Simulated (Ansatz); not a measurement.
```xyz
7
Lattice="2.6715 0.0000 0.0000 -1.3358 2.3136 0.0000 0.0000 0.0000 11.2487" Properties=species:S:1:pos:R:3 pbc="T T T"
Zr    0.0000    1.5424   10.8958
Cr    0.0000    0.0000    2.4748
C     0.0000    1.5424    8.4933
C     0.0000    0.0000    8.5687
C     0.0000    1.5424    4.4368
C     1.3358    0.7712    4.4453
C     1.3358    0.7712    1.3493
```

Space group P3m1; a generated structure, not necessarily the stable one; spin-polarised.

All numbers below come from Ansatz 0.2.0, DFT PBE, scalar-relativistic, plane waves, PAW.

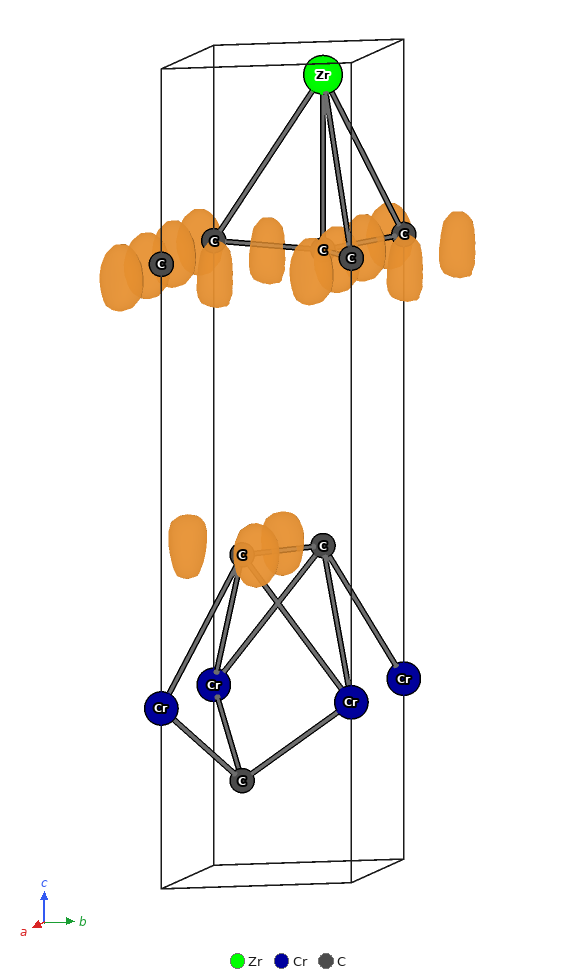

ZrCrC5. Isosurface of the electron localisation function at 0.85 (orange), seen slightly off an axis. Only the valence region is drawn (cores and ρ < 0.01 e/Å³ removed). Sticks mark near contacts.

> Describe the localisation domains.

The ELF exceeds this value in six regions between bonded C–C atoms, counted in one cell of 7 atoms. Regions shared between cells count once.

Values along the shortest contacts:
C–C (1.54 Å): the ELF peaks at about 0.95 between the atoms. Cr–C (1.91 Å): the ELF peaks at about 0.80 in the valence shell of C, 0.6 Å from its nucleus, and is about 0.35 at the midpoint.
